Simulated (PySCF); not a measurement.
# One shape, several levels: C3H6OSi (SMILES C=CC(=O)[SiH3])

Aim: a comparison of 5 runs (HF/STO-3G, HF/3-21G, HF/def2-SVP, B3LYP/6-31G*, PBE0/6-311+G**) of C3H6OSi. Input form: a Python script.

The calculation is run with PySCF 2.14.0.

**1. The structure to begin with**

C3H6OSi: 11 atoms, total charge 0, spin state singlet. SMILES: `C=CC(=O)[SiH3]`. The coordinates come from a GFN2-xTB relaxation. This is one conformer, not always the lowest.

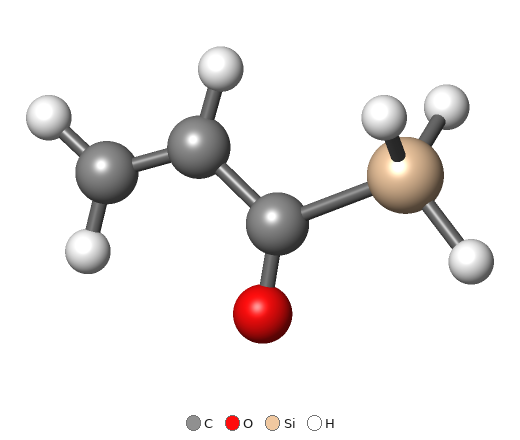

Viewed from a chosen angle; carbon grey, oxygen red, silicon light orange, hydrogen white.

**2. Energy and forces at HF/STO-3G (run 1)**

Input file input.py:

```python
import pyscf.grad
from pyscf import gto

mol = gto.Mole()
mol.atom = '''
C     -2.097275     0.133944     3.591009
C     -1.354253     0.506806     1.224788
C      0.867573    -0.803814     0.142901
O      2.072519    -2.346643     1.345334
Si     1.778402     0.033448    -3.276842
H     -3.705545     1.077881     4.408107
H     -1.072287    -1.163561     4.784012
H     -2.330486     1.793539    -0.027590
H      2.221713     2.764121    -3.353187
H     -0.398808    -0.589349    -4.868048
H      4.018427    -1.406353    -3.970485
'''
mol.basis = 'sto-3g'
mol.max_memory = 1860
mol.verbose = 4
mol.unit = 'bohr'
mol.build()

myscf = mol.RHF()
myscf.conv_tol = 1e-10
myscf.kernel()
if not myscf.converged:
    myscf = myscf.newton().run(myscf.mo_coeff, myscf.mo_occ)

e_final = myscf.e_tot
print('E(%s) = %.9f' % ('HF', e_final))
grad = myscf.Gradients().kernel()
myscf.analyze()
```

Run with:

```
OMP_NUM_THREADS=1 python input.py
```

The program printed:

```text
PySCF version 2.14.0

[... 81 lines left out ...]
Total Energy =                        -475.081804158058731
[... 9 lines left out ...]
MO #3   energy= -11.0707069120318  occ= 2
[... 7 lines left out ...]
MO #11  energy= -1.00361118834311  occ= 2
[... 7 lines left out ...]
MO #19  energy= -0.458234886786866 occ= 2
[... 7 lines left out ...]
MO #27  energy= 0.513249679269332  occ= 0
[... 7 lines left out ...]
MO #35  energy= 1.08645668130638   occ= 0
[... 49 lines left out ...]
Dipole moment(X, Y, Z, Debye): -0.85242,  1.12785, -0.87978
```

It took 6 s on 1 thread of Intel Xeon at 2.50GHz (Skylake/Cascade Lake), shared host; peak memory 0.12 GiB.

**3. Energy and gradient at HF/3-21G (run 2)**

Input file job.py:

```python
# C=CC(=O)[SiH3]
from pyscf import gto

mol = gto.M(
    atom=[
    ('C', (-1.109830, 0.070880, 1.900280)),
    ('C', (-0.716640, 0.268190, 0.648130)),
    ('C', (0.459100, -0.425360, 0.075620)),
    ('O', (1.096730, -1.241790, 0.711920)),
    ('Si', (0.941090, 0.017700, -1.734030)),
    ('H', (-1.960890, 0.570390, 2.332670)),
    ('H', (-0.567430, -0.615730, 2.531590)),
    ('H', (-1.233240, 0.949100, -0.014600)),
    ('H', (1.175680, 1.462710, -1.774430)),
    ('H', (-0.211040, -0.311870, -2.576060)),
    ('H', (2.126460, -0.744210, -2.101090)),
],
    max_memory=1860,
    charge=0,
    basis='3-21g',
    verbose=4,
)

myscf = mol.RHF()
myscf.conv_tol = 1e-10
myscf.kernel()
if not myscf.converged:
    myscf = myscf.newton().run(myscf.mo_coeff, myscf.mo_occ)

energy = myscf.e_tot
print('Final energy', energy)
grad = myscf.nuc_grad_method().kernel()
myscf.analyze()
```

Run with:

```
OMP_NUM_THREADS=1 python job.py
```

The program printed:

```text
PySCF version 2.14.0

[... 91 lines left out ...]
MO #1   energy= -68.2995190782316  occ= 2
[... 11 lines left out ...]
MO #13  energy= -0.772542951713086 occ= 2
[... 11 lines left out ...]
MO #25  energy= 0.15947723286548   occ= 0
[... 11 lines left out ...]
MO #37  energy= 0.541590011923251  occ= 0
[... 11 lines left out ...]
MO #49  energy= 1.32315234175551   occ= 0
[... 11 lines left out ...]
MO #61  energy= 3.5893524492317    occ= 0
[... 75 lines left out ...]
Dipole moment(X, Y, Z, Debye): -1.77226,  1.76538, -0.57801
```

Run time: 6.7 s. Hardware: 1 thread of Intel Xeon at 2.50GHz (Skylake/Cascade Lake), shared host; peak memory 0.13 GiB.

Runs 3 to 4 aren't shown in full; the table further down has their settings and results.

**4. Energy and gradient at PBE0/6-311+G(d,p) (run 5)**

Input file input.py:

```python
# C=CC(=O)[SiH3]
from pyscf import gto, dft

molecule = gto.M(
    atom='''
C     -2.097275     0.133944     3.591009
C     -1.354253     0.506806     1.224788
C      0.867573    -0.803814     0.142901
O      2.072519    -2.346643     1.345334
Si     1.778402     0.033448    -3.276842
H     -3.705545     1.077881     4.408107
H     -1.072287    -1.163561     4.784012
H     -2.330486     1.793539    -0.027590
H      2.221713     2.764121    -3.353187
H     -0.398808    -0.589349    -4.868048
H      4.018427    -1.406353    -3.970485
''',
    spin=0,
    max_memory=1860,
    verbose=4,
    unit='bohr',
    basis='6-311+g**',
)

calc0 = dft.RKS(molecule, xc='pbe0')
calc0.conv_tol = 1e-10
calc0.grids.level = 5
calc0.kernel()
if not calc0.converged:
    calc0 = calc0.newton().run(calc0.mo_coeff, calc0.mo_occ)

energy = calc0.e_tot
print('Final energy', energy)
grad = calc0.nuc_grad_method().kernel()
dip = calc0.dip_moment()
pop, q = calc0.mulliken_pop()
```

Run with:

```
OMP_NUM_THREADS=1 python input.py
```

The program printed:

```text
PySCF version 2.14.0

[... 82 lines left out ...]
converged SCF energy = -482.301917157156
Final energy -482.30191715715614
[... 12 lines left out ...]
Dipole moment(X, Y, Z, Debye): -1.78008,  1.72213, -0.50739
[... 166 lines left out ...]
charge of   10H =     -0.07457
```

It took 2.8 min on 1 thread of Intel Xeon at 2.50GHz (Skylake/Cascade Lake), shared host; peak memory 1.9 GiB.

**5. Overview of the runs**

```
run                               level  integration grid  energy (Eh)  dipole moment (D)  HOMO energy (eV)  LUMO energy (eV)  wall time
  1                           HF/STO-3G                 –  -475.081804               1.67             -7.68              6.36        6 s
  2                            HF/3-21G                 –  -478.231840               2.57            -10.32              2.36      6.7 s
  3                         HF/def2-SVP                 –  -480.609469               2.67            -10.60              2.03       23 s
  4  B3LYP/6-31G* (spherical functions)                 5  -482.590649               2.32             -6.37             -1.91       74 s
  5                      PBE0/6-311+G**                 5  -482.301917               2.53             -6.99             -2.21    2.8 min
```

**6. Outcome**

| quantity | value |
| --- | --- |
| run 5: total energy | -482.30192 Eh |
| run 5: dipole moment | 2.53 D |
| run 5: HOMO energy | -6.99 eV |
| run 5: LUMO energy | -2.21 eV |
| run 5: HOMO–LUMO gap | 4.78 eV |
| run 5: largest force on an atom | 0.533 eV/Å |

**Reading.** The dipole moment (its size) runs from 1.67 D (HF/STO-3G) to 2.67 D (HF/def2-SVP). The HOMO–LUMO gap runs from 4.46 eV (B3LYP/6-31G*) to 14.04 eV (HF/STO-3G). The two ends differ in method and basis. Totals of different functionals can't be ranked against each other. In run 1 the basis is minimal, so the values are rough. All runs together took 4.6 min, the longest 2.8 min.
